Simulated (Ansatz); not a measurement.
Input

```
crystal:
  lattice:
    - [-1.9003688845, 1.9003688845, 13.649293065]
    - [1.9003688845, -1.9003688845, 13.649293065]
    - [1.9003688845, 1.9003688845, -13.649293065]
  atoms:
    - { symbol: Be, position: [0.0, 0.0, 0.0] }
    - { symbol: Be, position: [0.5921205327, 0.5921205327, 0.0] }
    - { symbol: Be, position: [0.4078794673, 0.4078794673, 0.0] }
    - { symbol: Zn, position: [0.19394911, 0.19394911, 0.0] }
    - { symbol: Zn, position: [0.80605089, 0.80605089, 0.0] }
    - { symbol: Se, position: [0.6373744584, 0.1373744584, 0.5] }
    - { symbol: Se, position: [0.25, 0.75, 0.5] }
    - { symbol: Se, position: [0.8626255416, 0.3626255416, 0.5] }
    - { symbol: Se, position: [0.4540122445, 0.9540122445, 0.5] }
    - { symbol: Se, position: [0.0459877555, 0.5459877555, 0.5] }
basis:
  ecutwfc: 420
kpoints:
  mp_grid: { grid: [10, 10, 10] }
hamiltonian:
  xc: pbe
scf:
  occupations: { method: gaussian, width: 0.02 }
output:
  forces: true
  stress: true
  eigenvalues: true
  write_density: true
  write_potential: true
  elf: true
  volumetric_format: npy
relax:
  adjacent_minimum: "off"
  f_tol: 0.01
  max_steps: 80
  cell: { stress_tol: 0.05 }
```

Run with:

```sh
ansatz run input.yaml --threads 4 --pin off --max-ram 8192MiB --backend cpu --events-out ev --progress --plain --runs-dir out
```

Below, planes, directions and counts refer to the conventional cell (a = 3.80 Å, b = 3.80 Å, c = 27.31 Å, α = 90.00°, β = 90.00°, γ = 90.00°).

The fields are those of the run's last geometry, not of the input's.

Space group I-4m2; a structure generated by program, which may or may not match a known phase.

Theory: DFT PBE, scalar-relativistic, plane waves, PAW in Ansatz 0.2.0.

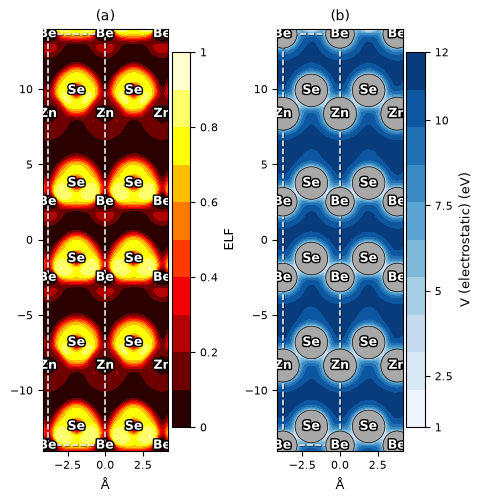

Be3Zn2Se5. (a) electron localisation function; (b) electrostatic potential (local pseudopotential plus Hartree) felt by an electron on the (010) plane of the conventional cell. Grey discs cover the atomic cores in the potential map.

Core electrons are frozen (PAW), and the valence fields are smoothed inside the atomic spheres.

Question: Interpret the plot.

Answer: Atoms in the plane: Be, Zn and Se. Be–Se (2.27 Å): the ELF peaks at about 0.90 between the atoms (a shared but strongly polarised pair). Zn–Se (2.44 Å): the ELF is about 0.60 at the midpoint. Outside the cores the potential energy rises away from the atoms and is highest about 2.4 Å from the nearest atoms; its zero is arbitrary.
